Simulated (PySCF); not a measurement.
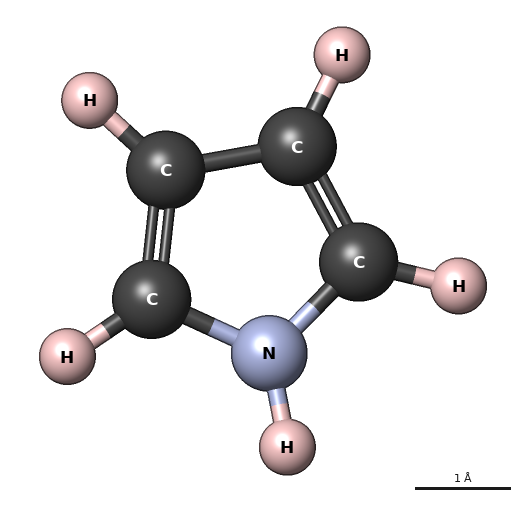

Ball-and-stick drawing of a structure. Double and triple bonds are drawn as two and three sticks.

Computed geometry: PBE0-D3(BJ)/def2-SVP optimisation. No frequency run is at hand to confirm it as a minimum.

**Count the atoms of each element.**

C₄H₅N, 10 atoms: 4 carbon, 5 hydrogen and 1 nitrogen.

**Does it have rings?**

Independent rings (smallest set): 1 of 5 members, 1 of them aromatic.

More results for the same structure follow; atom numbers are the same in all pictures, views and colours differ.

Levels of theory compared

No frequency run is at hand to confirm it as a minimum. Program: PySCF 2.14.0.

Tabulate dipole (D), lowest singlet excitation (eV) at these levels: B3LYP/def2-SVPD; HF/def2-SVPD; LDA/def2-SVPD; PBE/def2-SVPD; PBE0/def2-SVPD.

| level | dipole (D) | lowest singlet excitation (eV) |
| --- | --- | --- |
| B3LYP/def2-SVPD | 1.89 | 5.45 |
| HF/def2-SVPD | 1.93 | 6.26 |
| LDA/def2-SVPD | 1.92 | 5.38 |
| PBE/def2-SVPD | 1.91 | 5.22 |
| PBE0/def2-SVPD | 1.92 | 5.74 |

Spin–spin coupling

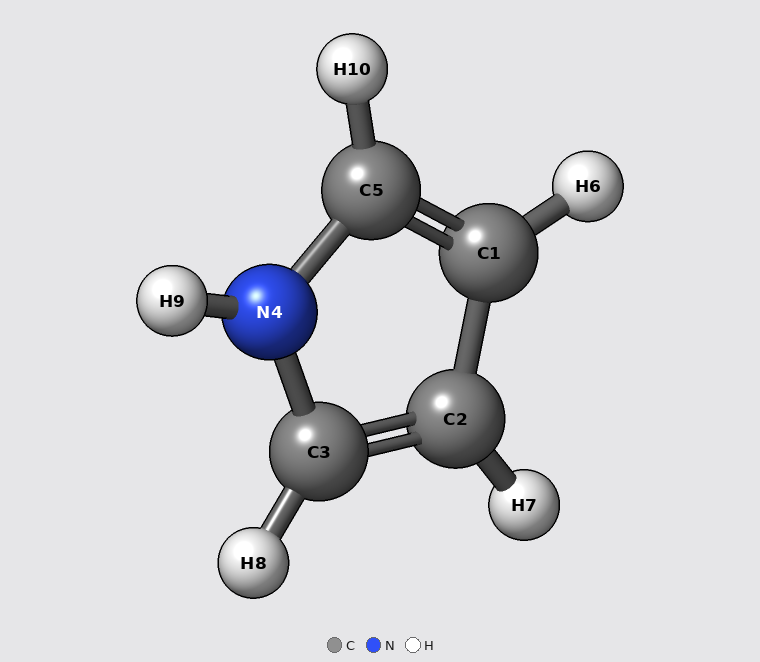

No frequency run is at hand to confirm it as a minimum. Level of theory: B3LYP/pcJ-0 indirect spin-spin coupling, non-relativistic, gas phase (PySCF 2.14.0). Isotopes: 13C, 1H, 15N.

Give the spin–spin coupling constants of these pairs, with the number of bonds between them: C3/N4, N4/H9, N4/C5, C1/N4, C2/N4, N4/H8, N4/H10, N4/H7, N4/H6.

```tsv
pair	bonds apart	J (Hz)
C3, N4	1	−10.2
N4, H9	1	−84.7
N4, C5	1	−10.2
C1, N4	2	−3.4
C2, N4	2	−3.4
N4, H8	2	−3.9
N4, H10	2	−3.9
N4, H7	3	−5.5
N4, H6	3	−5.5
```

Quadrupole coupling

No frequency run is at hand to confirm it as a minimum. Electric field gradients from the ground-state density, B3LYP/6-31G-J (PySCF 2.14.0), non-relativistic apart from any core potentials.

Give the largest field-gradient component, the quadrupole coupling constant and the asymmetry for 14N at N4 (Q = 20.44 mb), 2H at H6 (Q = 2.86 mb), 2H at H8 (Q = 2.86 mb), 2H at H9 (Q = 2.86 mb).

```tsv
atom	V_zz (a.u.)	e²qQ/h (MHz)	η
N4	−0.706	−3.39	0.15
H6	0.321	0.216	0.06
H8	0.319	0.214	0.10
H9	0.410	0.275	0.13
```
